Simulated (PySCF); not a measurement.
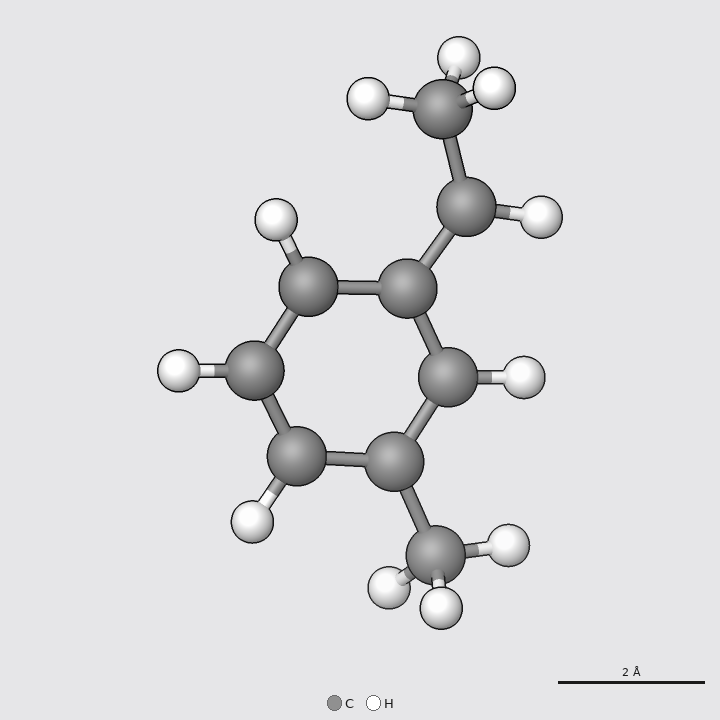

State: charge +1, singlet. The computed structure is the end point of a PBE0-D3(BJ)/def2-SVP optimisation. No frequency run is at hand to confirm it as a minimum.

Count the atoms of each element.

Answer. C₉H₁₁⁺, 20 atoms: 9 carbon and 11 hydrogen.

Write the SMILES.

Answer. C[CH+]c1cccc(C)c1

How many bonds of each kind are drawn?

Answer. 11 C–H, 9 C–C.

Describe its rings.

Answer. Independent rings (smallest set): 1 of 6 members, 1 of them aromatic.

More results for the same structure follow; atom numbers are the same in all pictures, views and colours differ.

### Shape

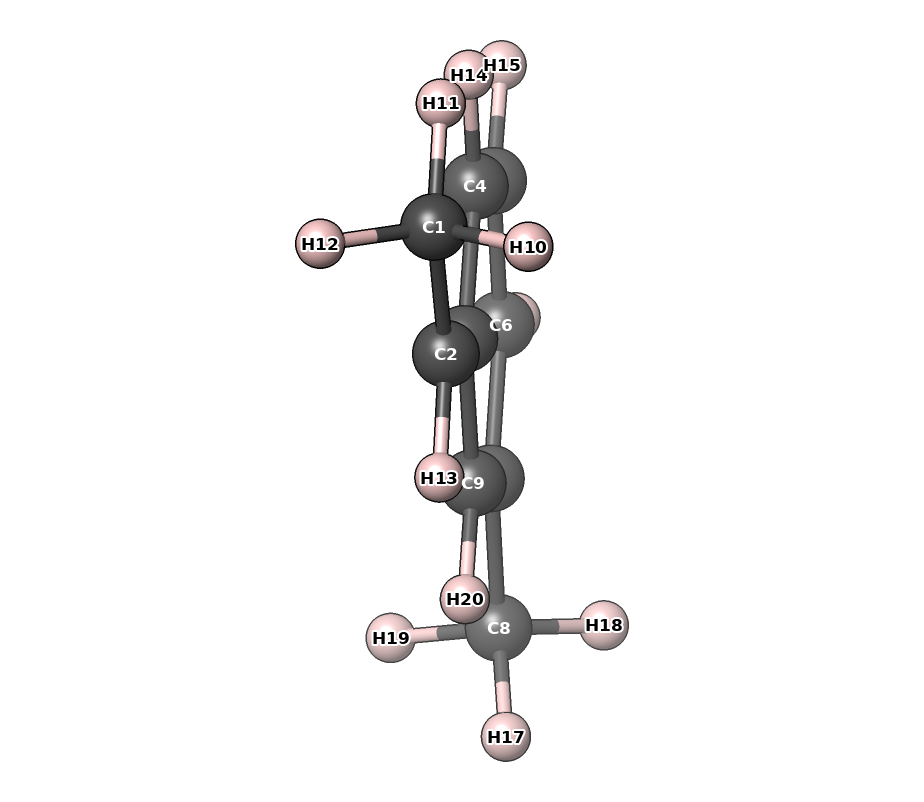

C3 lies behind C2. The molecule seen nearly along the C2–C3 bond, C2 in front. Atoms fade into the background with distance from the viewer. No frequency run is at hand to confirm it as a minimum.

What is the torsion angle C1–C2–C3–C4? The sign is positive where the front bond must turn clockwise to cover the back bond.

Answer. 0°, synperiplanar (eclipsed).

### Excitation

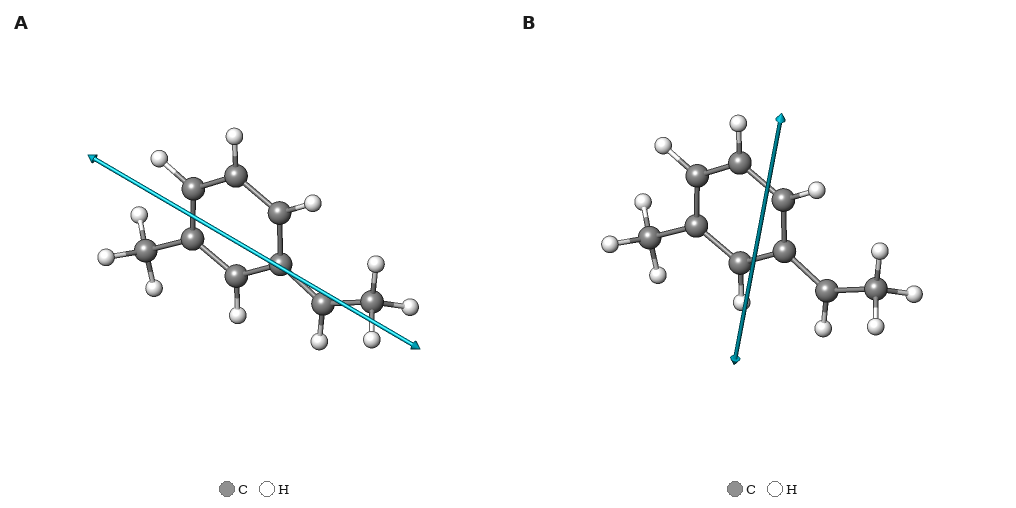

The double arrows show the directions of two transition dipoles from the ground state (lengths mean nothing). No frequency run is at hand to confirm it as a minimum. Method: TDDFT CAM-B3LYP/def2-SVPD, vertical, gas phase, core orbitals frozen in the response (PySCF 2.14.0).

One belongs to singlet state 1 and one to singlet state 6. Which is which?

Answer. A: state 6, 6.30 eV (197 nm), oscillator strength 0.21, mainly HOMO−4 → LUMO (weight 0.72).
B: state 1, 3.20 eV (388 nm), oscillator strength 0.031, mainly HOMO → LUMO (weight 0.96).

### Ring current

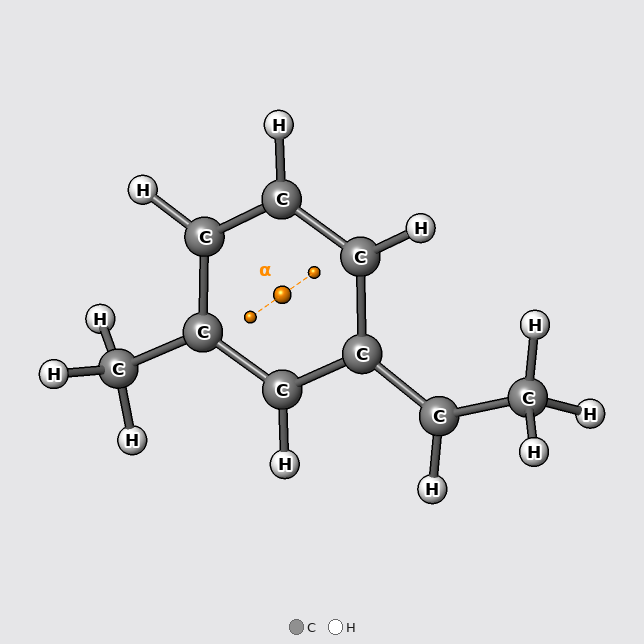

The small points mark where nucleus-independent chemical shifts (NICS) were computed: at the centre of each lettered ring and 1 Å above and below it. No frequency run is at hand to confirm it as a minimum. Level of theory: GIAO B3LYP/pcSseg-1 NMR shielding, non-relativistic, gas phase (PySCF 2.14.0).

Give NICS(0), NICS(1) and the out-of-plane component NICS(1)zz for each ring (means of the two sides).

```
ring  members  NICS(0)  NICS(1)  NICS(1)zz
   α       C6     −3.2     −8.0      −17.3
```

Values in ppm.

What do the values say about the ring currents?

Answer. Ring α: diatropic, as in an aromatic ring. NICS is one index among several.

### NMR shielding

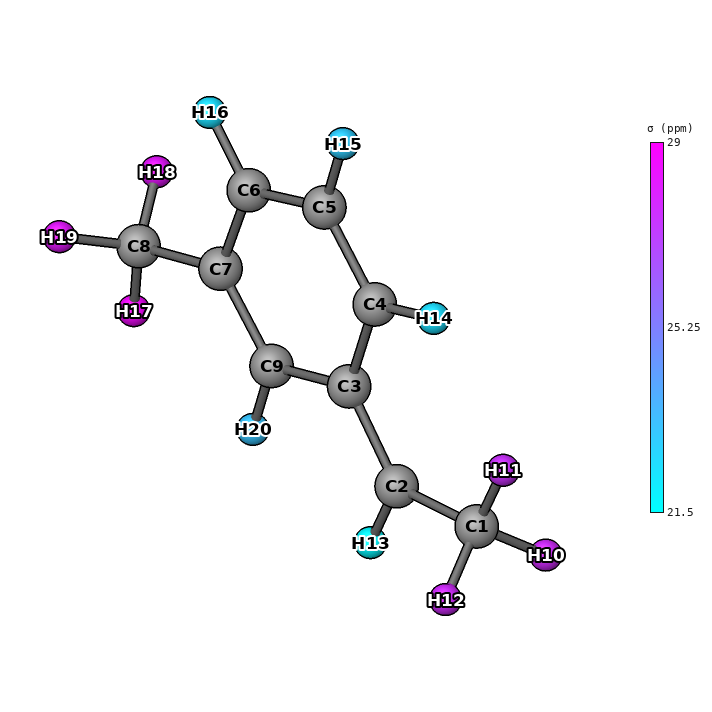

Atoms are coloured by their isotropic NMR shieldings (H only, the others grey). No frequency run is at hand to confirm it as a minimum. Properties computed with GIAO PBE0/pcSseg-1 NMR shielding, non-relativistic, gas phase (PySCF 2.14.0).

Give the isotropic NMR shieldings of the H atoms atom by atom.

```csv
atom,σ (ppm)
H10,27.66
H11,27.49
H12,27.67
H13,21.71
H14,22.46
H15,22.94
H16,22.41
H17,28.67
H18,28.28
H19,28.22
H20,23.22
```
